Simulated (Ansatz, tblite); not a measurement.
# W(NH)2F2 (F₂H₂N₂W): which spin state is lowest

Is the singlet the ground state of W(NH)2F2 (F₂H₂N₂W)? Other spin states are computed and compared level by level.

Method: as each input shows; program: Ansatz 0.2.0, Gaussian basis.

Plan: triplet, at the geometry of the singlet (GFN1-xTB, GFN2-xTB, PBE0-D4/def2-TZVP, PBE-D4/def2-TZVP, r2SCAN-D4/def2-TZVP); the singlet's energies come from earlier runs.

## Step 1: The relaxed structure

The singlet was relaxed beforehand with PBE-D4/def2-SVP.

7 atoms, charge 0, spin multiplicity 1.

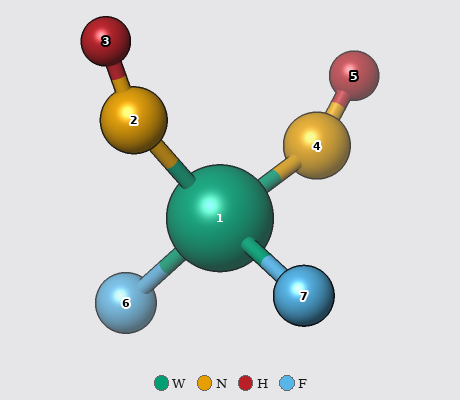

The structure; tungsten teal, nitrogen amber, hydrogen red, fluorine blue; atoms are numbered from 1 in the order of the file.

Formally the metal is d0. W takes a core potential in the def2 sets. No spin-orbit coupling is included.

## Step 2: Triplet at the fixed geometry, GFN1-xTB

Tight binding, by tblite at 300 K electronic temperature and without a spin-polarisation term:

```python
tblite.interface.Calculator('GFN1-xTB', numbers, positions, charge=0, uhf=2).singlepoint()
```

Energy -544.3970 eV; 0.003 s.

## Step 3: Triplet at the fixed geometry, GFN2-xTB

Tight binding, by tblite at 300 K electronic temperature and without a spin-polarisation term:

```python
tblite.interface.Calculator('GFN2-xTB', numbers, positions, charge=0, uhf=2).singlepoint()
```

Energy -509.6056 eV; 0.004 s.

## Step 4: Triplet at the fixed geometry, PBE0-D4/def2-TZVP

The input, in.yaml:

```yaml
crystal:
  periodic: [false, false, false]
  atoms:
    - {symbol: W, position_ang: [-0.457084, 0.008650, -0.320879]}
    - {symbol: N, position_ang: [-0.448011, -0.010439, 1.436875]}
    - {symbol: H, position_ang: [-0.015130, -0.025354, 2.364557]}
    - {symbol: N, position_ang: [1.199281, -0.003870, -0.909456]}
    - {symbol: H, position_ang: [2.218882, -0.016486, -0.817500]}
    - {symbol: F, position_ang: [-1.230376, 1.646119, -0.859219]}
    - {symbol: F, position_ang: [-1.267572, -1.598609, -0.894388]}
basis:
  gaussian: {orbitals: def2-TZVP}
magnetization: {spin_polarized: true, initial_magnetization: 2}
hamiltonian: {xc: pbe0, dispersion: d4}
scf: {omitted_lower_state_checks: [starts]}
output: {orbitals: {seedname: orbitals}}
```

Launch:

```console
$ ansatz run in.yaml --threads 4 --pin off --events-out ev --progress --plain --max-ram 3916MiB
```

Log:

```text
Functional definition: PBE0
  name "PBE0"
  cite "Adamo & Barone, J. Chem. Phys. 110, 6158 (1999) doi:10.1063/1.478522"
  cite "Perdew, Burke & Ernzerhof, Phys. Rev. Lett. 77, 3865 (1996) doi:10.1103/PhysRevLett.77.3865"
  parent pbe
  parameter a = 0.25
  parameter kappa = 0.804
  parameter beta = 0.06672455060314922
  exchange = (1 - a)*pbe_x(kappa = kappa, mu = beta*pi^2/3) + a*exact_x
  correlation = pbe_c(beta = beta)
these checks for a lower state are left out or cut short: starts
1110 factors; their error is unknown
mean field evaluation 1: about -10254.8940 eV, gradient 5.9e1 eV
mean field evaluation 2: about -10198.6584 eV, gradient 1.3e2 eV
mean field evaluation 4: about -10266.7759 eV, gradient 8.7e0 eV
mean field evaluation 8: about -10267.0511 eV, gradient 3.3e-1 eV
mean field evaluation 16: about -10267.0884 eV, gradient 2.5e-3 eV
mean field evaluation 32: about -10267.0884 eV, gradient 2.4e-5 eV
mean field -10267.08844779 eV, -377.3085411740 hartree, gradient 1.5e-5 eV, S^2 2.018605; 0 other end points of the search recorded, 0 dependent functions left out
reference -10267.08847839 eV, -377.3085422982 hartree; 25, 23 occupied and 151, 153 virtual orbitals, 1110 factors
Total energy: -10267.21925034 eV, -377.3133480789 hartree
Checks for a lower state left out: starts
```

Wall time 6 s (4 threads of Arm Neoverse V2, shared host).

HOMO -4.09 eV, LUMO -5.60 eV (over both spins; with the spin held, an empty level of the minority spin lies below the top filled one); ⟨S²⟩ 2.019 (pure: 2.00).

## Step 5: Triplet at the fixed geometry, PBE-D4/def2-TZVP

start.molden holds the orbitals of an earlier run on this state, given as this run's starting guess.

Edit in.yaml of step 4 so:

```diff
@@ -11,5 +11,5 @@
 basis:
-  gaussian: {orbitals: def2-TZVP}
+  gaussian: {orbitals: def2-TZVP, initial_orbitals: start.molden}
 magnetization: {spin_polarized: true, initial_magnetization: 2}
-hamiltonian: {xc: pbe0, dispersion: d4}
+hamiltonian: {xc: pbe, dispersion: d4}
 scf: {omitted_lower_state_checks: [starts]}
```

The command is unchanged.

Log:

```text
Functional definition: PBE
  name "PBE"
  cite "Perdew, Burke & Ernzerhof, Phys. Rev. Lett. 77, 3865 (1996) doi:10.1103/PhysRevLett.77.3865"
  parent pbe
  parameter kappa = 0.804
  parameter beta = 0.06672455060314922
  exchange = pbe_x(kappa = kappa, mu = beta*pi^2/3)
  correlation = pbe_c(beta = beta)
these checks for a lower state are left out or cut short: starts
1034 factors; their error is unknown
mean field evaluation 1: about -10268.9095 eV, gradient 7.7e0 eV
mean field evaluation 2: about -10269.1192 eV, gradient 2.9e-1 eV
mean field evaluation 4: about -10269.1023 eV, gradient 1.9e-1 eV
mean field evaluation 8: about -10269.1024 eV, gradient 7.2e-6 eV
mean field -10269.10236281 eV, -377.3825511855 hartree, gradient 7.2e-6 eV, S^2 2.006004; 0 other end points of the search recorded, 0 dependent functions left out
reference -10269.10240457 eV, -377.3825527202 hartree; 25, 23 occupied and 151, 153 virtual orbitals, 1034 factors
Total energy: -10269.25720571 eV, -377.3882415573 hartree
Checks for a lower state left out: starts
```

Wall time 3.3 s (4 threads of Arm Neoverse V2, shared host).

HOMO -2.57 eV, LUMO -6.58 eV (over both spins; with the spin held, an empty level of the minority spin lies below the top filled one); ⟨S²⟩ 2.006 (pure: 2.00).

## Step 6: Triplet at the fixed geometry, r2SCAN-D4/def2-TZVP

Edit in.yaml of step 5 so:

```diff
@@ -13,3 +13,3 @@
 magnetization: {spin_polarized: true, initial_magnetization: 2}
-hamiltonian: {xc: pbe, dispersion: d4}
+hamiltonian: {xc: r2scan, dispersion: d4}
 scf: {omitted_lower_state_checks: [starts]}
```

Same command.

Log:

```text
Functional definition: r2SCAN
  name "r2SCAN"
  cite "Furness, Kaplan, Ning, Perdew & Sun, J. Phys. Chem. Lett. 11, 8208 (2020) doi:10.1021/acs.jpclett.0c02405"
  cite "Furness, Kaplan, Ning, Perdew & Sun, J. Phys. Chem. Lett. 11, 9248 (2020) doi:10.1021/acs.jpclett.0c03077"
  parent r2scan
  parameter k0 = 0.174
  parameter k1 = 0.065
  parameter a1 = 4.9479
  exchange = r2scan_x(k0 = k0, k1 = k1, a1 = a1)
  correlation = r2scan_c
these checks for a lower state are left out or cut short: starts
1034 factors; their error is unknown
mean field evaluation 1: about -10273.5241 eV, gradient 4.1e0 eV
mean field evaluation 2: about -10273.5878 eV, gradient 8.1e-2 eV
mean field evaluation 4: about -10273.5763 eV, gradient 7.4e-4 eV
mean field evaluation 8: about -10273.5763 eV, gradient 1.6e-5 eV
mean field -10273.57631817 eV, -377.5469660125 hartree, gradient 2.2e-5 eV, S^2 2.014890; 0 other end points of the search recorded, 0 dependent functions left out
reference -10273.57633218 eV, -377.5469665276 hartree; 25, 23 occupied and 151, 153 virtual orbitals, 1034 factors
Total energy: -10273.61194767 eV, -377.5482753727 hartree
Checks for a lower state left out: starts
```

Wall time 8.5 s (4 threads of Arm Neoverse V2, shared host).

HOMO -2.89 eV, LUMO -6.32 eV (over both spins; with the spin held, an empty level of the minority spin lies below the top filled one); ⟨S²⟩ 2.015 (pure: 2.00).

## Step 7: Triplet less singlet, vertical

The singlet's energies are those of its earlier runs, whose logs aren't repeated here.

```
              level  triplet less singlet, vertical (kcal/mol)     time
           GFN1-xTB                                     +101.2  0.007 s
           GFN2-xTB                                      +78.7  0.008 s
   PBE-D4/def2-TZVP                                      +97.0    5.1 s
r2SCAN-D4/def2-TZVP                                      +94.9     11 s
  PBE0-D4/def2-TZVP                                      +93.0    7.9 s
```

Times add the two runs; a level without a time comes out of a correlated run. Tight binding without a spin term can't rank spin states.

## Step 8: Summary of results

| quantity | value |
| --- | --- |
| triplet less singlet, vertical, functionals in def2-TZVP | +93.0 (PBE0-D4) to +97.0 kcal/mol (PBE-D4) |

**Reading.** All functionals put the triplet above the singlet, over a spread of 4.0 kcal/mol. The checks for a lower triplet were left out, so another state of that spin may lie lower. The singlet here is a closed shell; an open-shell singlet can lie lower. These are electronic energies, without zero-point motion, entropy or surroundings. Spin-orbit coupling is left out too; for so heavy a metal it can shift spin gaps by tenths of an eV.
